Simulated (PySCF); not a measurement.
The calculation's input:

```
{"job": {"kind": "nmr", "xc": "PBE0", "basis": "pcSseg-1"}, "charge": 0, "multiplicity": 1}
S      4.528354    -0.422375     0.155202
Si     2.413474    -0.425901     0.598187
Si     1.211059     0.399753    -1.206409
C     -0.619536     0.270895    -0.762841
C     -1.345241    -0.894149    -0.994455
C     -2.678470    -0.950939    -0.623943
N     -3.315896     0.054481    -0.048622
C     -2.635789     1.165422     0.178137
C     -1.300607     1.321827    -0.155721
H      4.468835    -1.161495    -0.942175
H      2.392875     0.390061     1.806791
H      2.095244    -1.804960     0.977723
H      1.418053    -0.374788    -2.440885
H      1.493900     1.805819    -1.520982
H     -0.876350    -1.745761    -1.465157
H     -3.270316    -1.841751    -0.793500
H     -3.192834     1.965554     0.649143
H     -0.795513     2.254624     0.048333
```

Command:

```sh
OMP_NUM_THREADS=1 python probes_run.py task.json out
```

Geometry: GFN2-xTB.

Computed with PBE0/pcSseg-1, SCF density, gas phase, non-relativistic (PySCF 2.14.0).

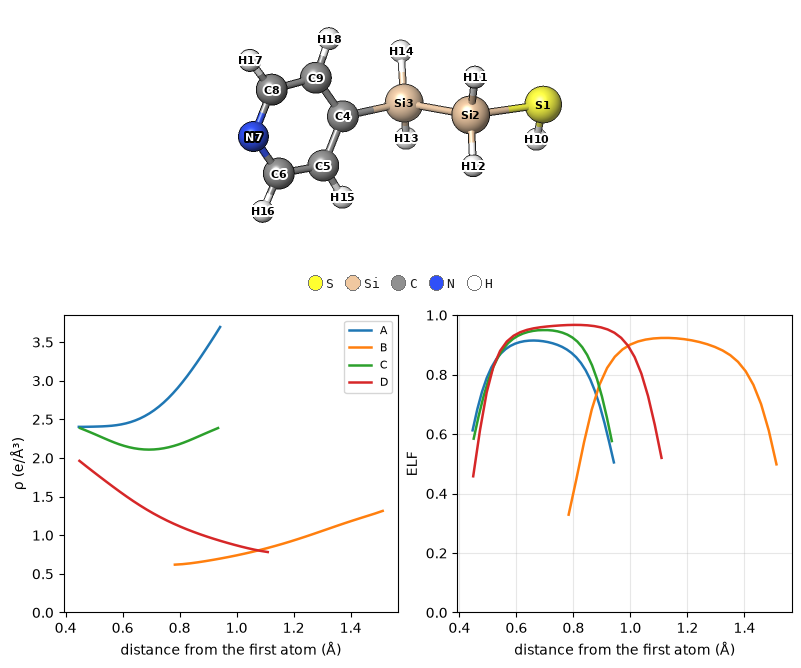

C₅H₉NSSi₂ (SMILES S[SiH2][SiH2]c1ccncc1). Electron density and electron localisation function along straight lines between neighbouring atoms. The curves leave out the atomic cores. The structure is drawn too.

Which curve belongs to which contact (C–C, C–N, C–Si and Si–S)? The first atom named is at distance zero.

Curve A: C–N (1.32 Å): ρ at the midpoint is about 2.5 e/Å³; the ELF peaks at about 0.90 between the atoms; localised, covalent bonding. Curve B: Si–S (2.16 Å): ρ is about 0.81 e/Å³ halfway; the ELF peaks at about 0.90 between the atoms; localised, covalent bonding. Curve C: C–C (1.38 Å): ρ at the midpoint is about 2.1 e/Å³; the ELF peaks at about 0.95 between the atoms (a covalent bond). Curve D: C–Si (1.89 Å): ρ at the midpoint is about 0.93 e/Å³; the ELF peaks at about 0.95 between the atoms; a covalent bond.
